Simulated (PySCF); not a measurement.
# C2H6N2Si2: NMR shifts at several levels of theory, part 2 of 2

PySCF 2.14.0. Atoms count from 0.

## Step 8: Shielding tensors: KT2/pcSseg-1

What the job is given:

```
{"job": {"kind": "nmr", "xc": "KT2", "basis": "pcSseg-1", "pop": false}, "charge": 0, "multiplicity": 1}
N      2.143390     1.465022    -1.783963
C      1.956441     0.850635    -0.819210
C      1.700272     0.080660     0.388371
N      0.751670    -0.740801     0.538729
Si    -0.548398    -1.186061    -0.570873
Si    -2.442995    -0.074663     0.253540
H      2.418849     0.270845     1.205869
H     -0.699725    -2.664726    -0.467521
H     -0.270322    -0.806750    -1.993640
H     -2.639421    -0.413175     1.694554
H     -3.648409    -0.489826    -0.526815
H     -2.245205     1.399774     0.110526
```

Level: GIAO KT2/pcSseg-1 NMR shielding, non-relativistic, gas phase.

Standard output:

```text
coarse grid: 11264 points
cycle   1  E = -776.3793119173  dE =  4.222e-01  |g| = 5.333e-01  |ddm| = 3.233e+00
cycle   2  E = -775.9570943702  dE =  4.222e-01  |g| = 1.440e+00  |ddm| = 1.764e+00
cycle   3  E = -776.4409978008  dE = -4.839e-01  |g| = 1.588e-01  |ddm| = 1.289e+00
cycle   4  E = -776.4429711979  dE = -1.973e-03  |g| = 1.311e-01  |ddm| = 2.186e-01
cycle   5  E = -776.4466862343  dE = -3.715e-03  |g| = 4.224e-02  |ddm| = 1.281e-01
cycle   6  E = -776.4471714571  dE = -4.852e-04  |g| = 7.600e-03  |ddm| = 4.947e-02
cycle   7  E = -776.4471883586  dE = -1.690e-05  |g| = 2.298e-03  |ddm| = 1.143e-02
cycle   8  E = -776.4471897991  dE = -1.440e-06  |g| = 3.445e-04  |ddm| = 2.430e-03
final grid: 100488 points
cycle   9  E = -776.4715763406  dE = -2.004e-04  |g| = 1.716e-02  |ddm| = 4.270e-02
cycle  10  E = -776.4715366848  dE =  3.966e-05  |g| = 1.840e-02  |ddm| = 3.553e-02
cycle  11  E = -776.4716169629  dE = -8.028e-05  |g| = 4.854e-03  |ddm| = 2.605e-02
cycle  12  E = -776.4716220325  dE = -5.070e-06  |g| = 2.089e-03  |ddm| = 6.045e-03
cycle  13  E = -776.4716231699  dE = -1.137e-06  |g| = 5.149e-04  |ddm| = 2.197e-03
cycle  14  E = -776.4716232292  dE = -5.928e-08  |g| = 1.407e-04  |ddm| = 4.010e-04
cycle  15  E = -776.4716232321  dE = -2.875e-09  |g| = 8.530e-05  |ddm| = 1.477e-04
cycle  16  E = -776.4716232338  dE = -1.704e-09  |g| = 1.000e-05  |ddm| = 6.765e-05
cycle  17  E = -776.4716232338  dE = -4.161e-11  |g| = 1.223e-06  |ddm| = 1.656e-05
converged SCF energy = -776.4716232338

GIAO shielding tensors (ppm)
atom      isotropic    diamagn.    paramagn.     s11        s22        s33       span
  0 N      -30.194     340.409    -370.602   -162.040   -153.793    225.252    387.293
  1 C       78.205     263.463    -185.258    -26.558    -20.677    281.852    308.410
  2 C       45.178     251.683    -206.505    -43.259     64.867    113.927    157.186
  3 N     -143.289     330.132    -473.422   -525.222   -195.996    291.350    816.571
  4 Si     405.317     884.454    -479.136    363.955    377.164    474.833    110.879
  5 Si     466.403     883.135    -416.732    457.321    466.772    475.118     17.797
  6 H       23.352      26.932      -3.579     19.949     24.403     25.705      5.756
  7 H       25.802      28.852      -3.050     23.324     24.083     30.000      6.676
  8 H       25.558      30.654      -5.096     22.815     24.750     29.108      6.293
  9 H       27.414      28.896      -1.482     24.559     25.231     32.451      7.892
 10 H       27.542      28.395      -0.853     24.727     25.125     32.774      8.047
 11 H       27.637      29.970      -2.333     24.382     26.092     32.437      8.055
```

Run time: 28 s. Hardware: 1 thread of Arm Neoverse N1, shared host; peak memory 0.74 GiB.

In short: δ C2 138.0, C1 105.0, N3 407.6, N0 294.5, H6 7.83, H7 5.50 ppm (means over like atoms).

## Step 9: NMR shieldings: KT3/pcSseg-1

Settings changed since step 8:

```diff
@@ -1,2 +1,2 @@
-{"job": {"kind": "nmr", "xc": "KT2", "basis": "pcSseg-1", "pop": false}, "charge": 0, "multiplicity": 1}
+{"job": {"kind": "nmr", "xc": "KT3", "basis": "pcSseg-1", "pop": false}, "charge": 0, "multiplicity": 1}
 N      2.143390     1.465022    -1.783963
```

Method: GIAO KT3/pcSseg-1 NMR shielding, non-relativistic, gas phase.

Standard output:

```text
coarse grid: 11264 points
cycle   1  E = -775.6608793596  dE =  4.088e-01  |g| = 5.587e-01  |ddm| = 3.252e+00
cycle   2  E = -775.2108991275  dE =  4.500e-01  |g| = 1.492e+00  |ddm| = 1.801e+00
cycle   3  E = -775.7266484841  dE = -5.157e-01  |g| = 1.804e-01  |ddm| = 1.331e+00
cycle   4  E = -775.7304946671  dE = -3.846e-03  |g| = 1.326e-01  |ddm| = 2.360e-01
cycle   5  E = -775.7341621969  dE = -3.668e-03  |g| = 4.764e-02  |ddm| = 1.311e-01
cycle   6  E = -775.7347748945  dE = -6.127e-04  |g| = 8.462e-03  |ddm| = 5.367e-02
cycle   7  E = -775.7347955340  dE = -2.064e-05  |g| = 2.490e-03  |ddm| = 1.184e-02
cycle   8  E = -775.7347971972  dE = -1.663e-06  |g| = 3.572e-04  |ddm| = 2.616e-03
final grid: 100488 points
cycle   9  E = -775.7540985197  dE = -1.925e-04  |g| = 1.492e-02  |ddm| = 4.429e-02
cycle  10  E = -775.7540849249  dE =  1.359e-05  |g| = 1.297e-02  |ddm| = 2.147e-02
cycle  11  E = -775.7541031837  dE = -1.826e-05  |g| = 8.514e-03  |ddm| = 1.786e-02
cycle  12  E = -775.7541174824  dE = -1.430e-05  |g| = 2.711e-03  |ddm| = 6.686e-03
cycle  13  E = -775.7541193585  dE = -1.876e-06  |g| = 5.756e-04  |ddm| = 2.600e-03
cycle  14  E = -775.7541194383  dE = -7.978e-08  |g| = 2.147e-04  |ddm| = 6.656e-04
cycle  15  E = -775.7541194496  dE = -1.123e-08  |g| = 3.567e-05  |ddm| = 1.676e-04
cycle  16  E = -775.7541194499  dE = -3.149e-10  |g| = 5.929e-06  |ddm| = 3.831e-05
converged SCF energy = -775.7541194499

GIAO shielding tensors (ppm)
atom      isotropic    diamagn.    paramagn.     s11        s22        s33       span
  0 N      -27.498     340.477    -367.975   -158.498   -152.459    228.462    386.960
  1 C       78.260     263.586    -185.326    -26.764    -20.354    281.898    308.662
  2 C       46.213     250.689    -204.476    -43.191     67.445    114.384    157.575
  3 N     -139.209     330.329    -469.538   -513.507   -192.245    288.125    801.632
  4 Si     409.578     883.794    -474.216    372.548    383.397    472.790    100.242
  5 Si     465.305     882.466    -417.162    457.510    464.996    473.408     15.898
  6 H       23.464      27.115      -3.651     20.209     24.501     25.682      5.473
  7 H       26.169      29.089      -2.921     23.739     24.447     30.320      6.581
  8 H       25.937      30.960      -5.023     23.226     25.122     29.464      6.238
  9 H       27.692      29.224      -1.532     24.914     25.546     32.616      7.702
 10 H       27.814      28.663      -0.849     25.090     25.445     32.907      7.817
 11 H       27.901      30.348      -2.447     24.735     26.380     32.587      7.852
```

It took 26 s on 1 thread of Arm Neoverse N1, shared host; peak memory 0.74 GiB.

This run: δ C2 136.1, C1 104.0, N3 401.2, N0 289.5, H6 7.86, H7 5.27 ppm (means over like atoms).

## Step 10: Nuclear shieldings: B97-D/pcSseg-1

Settings changed since step 9:

```diff
@@ -1,2 +1,2 @@
-{"job": {"kind": "nmr", "xc": "KT3", "basis": "pcSseg-1", "pop": false}, "charge": 0, "multiplicity": 1}
+{"job": {"kind": "nmr", "xc": "B97-D", "basis": "pcSseg-1", "pop": false}, "charge": 0, "multiplicity": 1}
 N      2.143390     1.465022    -1.783963
```

With the program's defaults for keys left out, this is: GIAO B97-D/pcSseg-1 NMR shielding, non-relativistic, gas phase.

Standard output:

```text
coarse grid: 11264 points
cycle   1  E = -767.9919868084  dE =  3.863e-01  |g| = 5.482e-01  |ddm| = 3.285e+00
cycle   2  E = -767.5409080626  dE =  4.511e-01  |g| = 1.503e+00  |ddm| = 1.759e+00
cycle   3  E = -768.0556124829  dE = -5.147e-01  |g| = 1.798e-01  |ddm| = 1.282e+00
cycle   4  E = -768.0597053476  dE = -4.093e-03  |g| = 1.267e-01  |ddm| = 2.265e-01
cycle   5  E = -768.0628578597  dE = -3.153e-03  |g| = 5.096e-02  |ddm| = 1.266e-01
cycle   6  E = -768.0635504531  dE = -6.926e-04  |g| = 8.658e-03  |ddm| = 5.541e-02
cycle   7  E = -768.0635735053  dE = -2.305e-05  |g| = 2.518e-03  |ddm| = 1.174e-02
cycle   8  E = -768.0635751428  dE = -1.637e-06  |g| = 3.996e-04  |ddm| = 2.757e-03
final grid: 100488 points
cycle   9  E = -768.0837369598  dE = -6.685e-05  |g| = 1.063e-02  |ddm| = 3.109e-02
cycle  10  E = -768.0837108182  dE =  2.614e-05  |g| = 1.437e-02  |ddm| = 2.430e-02
cycle  11  E = -768.0837480686  dE = -3.725e-05  |g| = 6.752e-03  |ddm| = 1.732e-02
cycle  12  E = -768.0837577935  dE = -9.725e-06  |g| = 1.680e-03  |ddm| = 5.715e-03
cycle  13  E = -768.0837584787  dE = -6.852e-07  |g| = 5.833e-04  |ddm| = 1.812e-03
cycle  14  E = -768.0837585467  dE = -6.797e-08  |g| = 2.743e-04  |ddm| = 5.924e-04
cycle  15  E = -768.0837585650  dE = -1.832e-08  |g| = 1.708e-05  |ddm| = 1.983e-04
cycle  16  E = -768.0837585650  dE = -4.457e-11  |g| = 6.417e-06  |ddm| = 2.671e-05
converged SCF energy = -768.0837585650

GIAO shielding tensors (ppm)
atom      isotropic    diamagn.    paramagn.     s11        s22        s33       span
  0 N      -42.395     340.016    -382.410   -178.122   -174.404    225.343    403.465
  1 C       70.738     263.568    -192.831    -38.329    -30.950    281.491    319.820
  2 C       36.383     250.551    -214.168    -56.050     53.620    111.580    167.630
  3 N     -164.900     330.533    -495.433   -572.328   -213.798    291.424    863.752
  4 Si     391.144     882.540    -491.396    353.580    365.297    454.555    100.975
  5 Si     447.021     881.263    -434.242    439.120    446.419    455.525     16.405
  6 H       23.387      27.092      -3.705     20.261     24.295     25.606      5.345
  7 H       26.194      29.119      -2.925     23.822     24.493     30.267      6.445
  8 H       25.982      31.061      -5.080     23.254     25.194     29.496      6.242
  9 H       27.741      29.278      -1.537     25.016     25.624     32.584      7.568
 10 H       27.861      28.688      -0.827     25.200     25.528     32.856      7.656
 11 H       27.963      30.451      -2.487     24.849     26.470     32.571      7.722
```

Run time: 26 s. Hardware: 1 thread of Arm Neoverse N1, shared host; peak memory 0.74 GiB.

This run: δ C2 142.8, C1 108.4, N3 425.7, N0 303.2, H6 8.02, H7 5.32 ppm (means over like atoms).

## Step 11: Nuclear shieldings: B3LYP/pcSseg-1

Settings changed since step 10:

```diff
@@ -1,2 +1,2 @@
-{"job": {"kind": "nmr", "xc": "B97-D", "basis": "pcSseg-1", "pop": false}, "charge": 0, "multiplicity": 1}
+{"job": {"kind": "nmr", "xc": "B3LYP", "basis": "pcSseg-1", "pop": false}, "charge": 0, "multiplicity": 1}
 N      2.143390     1.465022    -1.783963
```

With the program's defaults for keys left out, this is: GIAO B3LYP/pcSseg-1 NMR shielding, non-relativistic, gas phase.

Standard output:

```text
coarse grid: 11264 points
cycle   1  E = -768.1749710871  dE =  4.171e-01  |g| = 5.387e-01  |ddm| = 3.240e+00
cycle   2  E = -767.8964300325  dE =  2.785e-01  |g| = 1.258e+00  |ddm| = 1.358e+00
cycle   3  E = -768.2400714069  dE = -3.436e-01  |g| = 1.074e-01  |ddm| = 9.383e-01
cycle   4  E = -768.2409887375  dE = -9.173e-04  |g| = 8.519e-02  |ddm| = 1.359e-01
cycle   5  E = -768.2424520923  dE = -1.463e-03  |g| = 2.623e-02  |ddm| = 7.596e-02
cycle   6  E = -768.2426277395  dE = -1.756e-04  |g| = 2.897e-03  |ddm| = 2.805e-02
cycle   7  E = -768.2426299850  dE = -2.246e-06  |g| = 1.141e-03  |ddm| = 4.036e-03
final grid: 100488 points
cycle   8  E = -768.2798902248  dE = -9.724e-06  |g| = 3.480e-03  |ddm| = 1.334e-02
cycle   9  E = -768.2798877770  dE =  2.448e-06  |g| = 4.719e-03  |ddm| = 7.767e-03
cycle  10  E = -768.2798927071  dE = -4.930e-06  |g| = 1.342e-03  |ddm| = 4.957e-03
cycle  11  E = -768.2798931008  dE = -3.937e-07  |g| = 2.498e-04  |ddm| = 1.071e-03
cycle  12  E = -768.2798931126  dE = -1.178e-08  |g| = 9.586e-05  |ddm| = 2.160e-04
cycle  13  E = -768.2798931138  dE = -1.236e-09  |g| = 6.130e-05  |ddm| = 9.522e-05
cycle  14  E = -768.2798931146  dE = -8.140e-10  |g| = 6.916e-06  |ddm| = 4.417e-05
converged SCF energy = -768.2798931146

GIAO shielding tensors (ppm)
atom      isotropic    diamagn.    paramagn.     s11        s22        s33       span
  0 N      -58.434     340.579    -399.014   -204.704   -198.577    227.979    432.683
  1 C       66.291     263.633    -197.341    -49.378    -40.970    289.223    338.601
  2 C       30.245     250.082    -219.837    -73.615     50.798    113.551    187.166
  3 N     -197.205     331.180    -528.385   -644.421   -242.670    295.474    939.895
  4 Si     382.722     881.504    -498.782    343.489    356.416    448.260    104.771
  5 Si     441.629     880.370    -438.741    434.135    441.237    449.515     15.380
  6 H       23.416      26.983      -3.567     20.262     24.446     25.538      5.276
  7 H       26.167      29.025      -2.858     23.801     24.406     30.295      6.494
  8 H       26.036      30.982      -4.946     23.260     25.318     29.531      6.271
  9 H       27.720      29.155      -1.435     24.934     25.552     32.674      7.740
 10 H       27.857      28.591      -0.734     25.142     25.468     32.962      7.820
 11 H       27.952      30.315      -2.363     24.782     26.416     32.658      7.876
```

It took 18 s on 1 thread of Arm Neoverse N1, shared host; peak memory 0.82 GiB.

This run: δ C2 149.0, C1 112.9, N3 460.7, N0 322.0, H6 7.97, H7 5.28 ppm (means over like atoms).

## Step 12: Comparing the runs: NMR shifts

Shifts (ppm) of some atoms, chosen among heavy atoms and hydrogens apart, means over like atoms, with basis size and wall time:

| run | C2 | C1 | H6 | H7 | N3 | N0 | Si5 | functions | time |
| --- | --- | --- | --- | --- | --- | --- | --- | --- | --- |
| HF/pcSseg-1 | 148.8 | 115.3 | 7.77 | 4.94 | 472.6 | 330.6 | -92.2 | 146 | 10 s |
| LDA/pcSseg-1 | 155.0 | 116.5 | 8.22 | 5.83 | 475.9 | 336.6 | -115.3 | 146 | 21 s |
| PBE/pcSseg-1 | 147.7 | 111.9 | 8.11 | 5.55 | 445.1 | 317.5 | -107.9 | 146 | 26 s |
| BLYP/pcSseg-1 | 146.6 | 110.5 | 8.05 | 5.39 | 450.5 | 319.2 | -106.6 | 146 | 26 s |
| BP86/pcSseg-1 | 147.5 | 111.7 | 8.09 | 5.54 | 442.0 | 314.7 | -105.8 | 146 | 25 s |
| OPBE/pcSseg-1 | 142.6 | 109.6 | 8.15 | 5.48 | 415.8 | 300.5 | -99.9 | 146 | 26 s |
| KT2/pcSseg-1 | 138.0 | 105.0 | 7.83 | 5.50 | 407.6 | 294.5 | -105.4 | 146 | 28 s |
| KT3/pcSseg-1 | 136.1 | 104.0 | 7.86 | 5.27 | 401.2 | 289.5 | -99.8 | 146 | 26 s |
| B97-D/pcSseg-1 | 142.8 | 108.4 | 8.02 | 5.32 | 425.7 | 303.2 | -99.8 | 146 | 26 s |
| B3LYP/pcSseg-1 | 149.0 | 112.9 | 7.97 | 5.28 | 460.7 | 322.0 | -103.8 | 146 | 18 s |

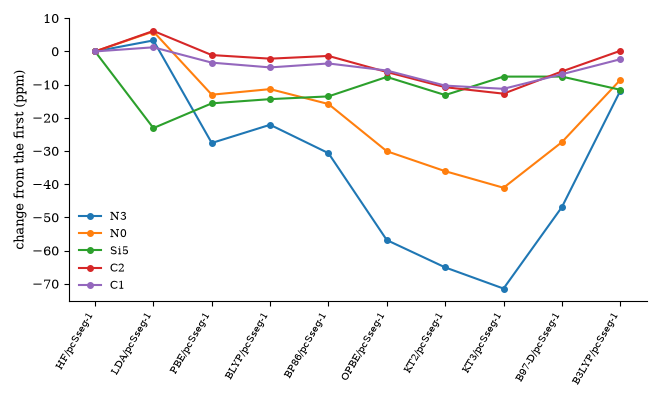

How five of the tabulated atoms move from run to run.

## Step 13: Results

The summary covers parts 1 to 2.

| quantity | value |
| --- | --- |
| 13C shifts against TMS (HF/pcSseg-1) | 148.8, 115.3 ppm |
| 1H shifts against TMS (HF/pcSseg-1, means over atoms taken as alike) | 7.77, 4.94, 3.40 ppm |
| 15N shifts against NH3 (HF/pcSseg-1) | 472.6, 330.6 ppm |
| 29Si shifts against TMS (HF/pcSseg-1) | -41.1, -92.2 ppm |
| range of the shift of N3 | 401.2 to 475.9 ppm |

In words: Single values in the summary come from the first sound run of each kind (HF/pcSseg-1), which need not be the best level. At HF/pcSseg-1: The widest tensor belongs to N3: span 990 ppm, with a paramagnetic part of -539 ppm. Across the 10 runs the shift of N3 moves most, between 401.2 (KT3/pcSseg-1) and 475.9 ppm (LDA/pcSseg-1).
